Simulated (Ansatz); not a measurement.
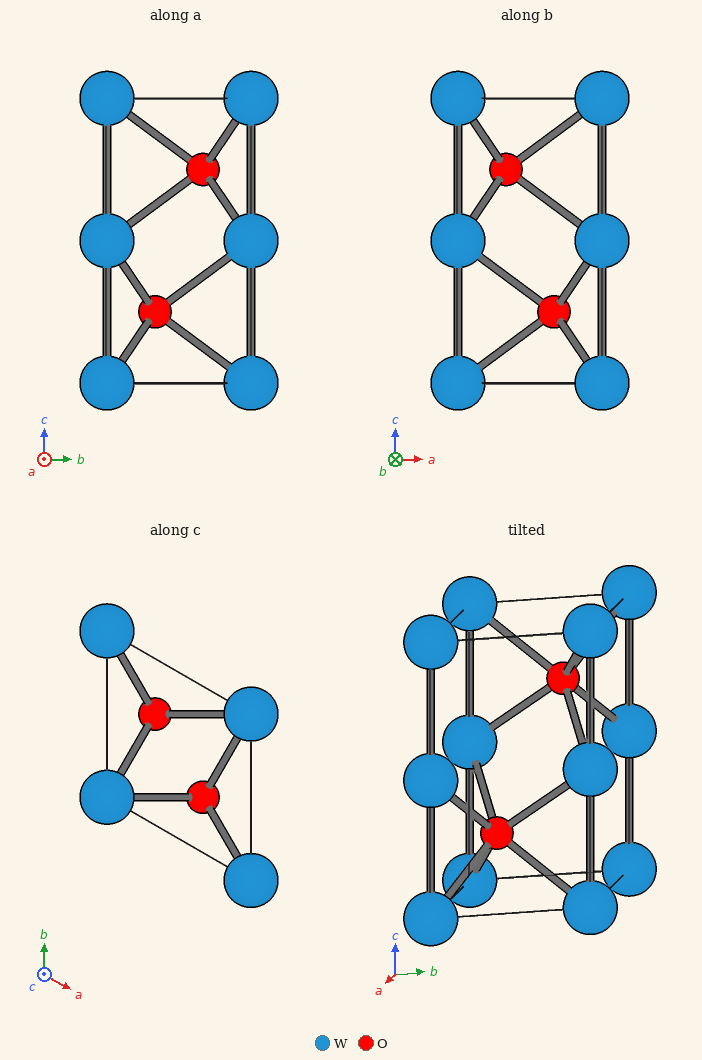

Drawn in the ball-and-stick manner and seen along the a axis, along the b axis, along the c axis and slightly off an axis. The wireframe shows the conventional unit cell.

Lattice parameters: a = 3.2779 Å, b = 3.2779 Å, c = 5.6091 Å, α = 90.000°, β = 90.000°, γ = 120.000°.

Question: Put the structure into a CIF in P1 with every atom of the cell.

Answer:
```cif
data_structure
_symmetry_space_group_name_H-M 'P 1'
_symmetry_Int_Tables_number 1
_cell_length_a 3.2779
_cell_length_b 3.2779
_cell_length_c 5.6091
_cell_angle_alpha 90.000
_cell_angle_beta 90.000
_cell_angle_gamma 120.000
_cell_volume 52.19
loop_
_atom_site_label
_atom_site_type_symbol
_atom_site_fract_x
_atom_site_fract_y
_atom_site_fract_z
_atom_site_occupancy
W1 W 0.0000 0.0000 0.5000 1
W2 W 0.0000 0.0000 0.0000 1
O1 O 0.3333 0.6667 0.7500 1
O2 O 0.6667 0.3333 0.2500 1
```

The model was built from a structure type filled with these elements by a generator (whether the compound takes this form wasn't checked). Earlier steps of the study, as a rule a relaxation of our own, may have changed the cell and positions, so they can lie some per cent off the listed ones. It was set up as input for a calculation with Ansatz.
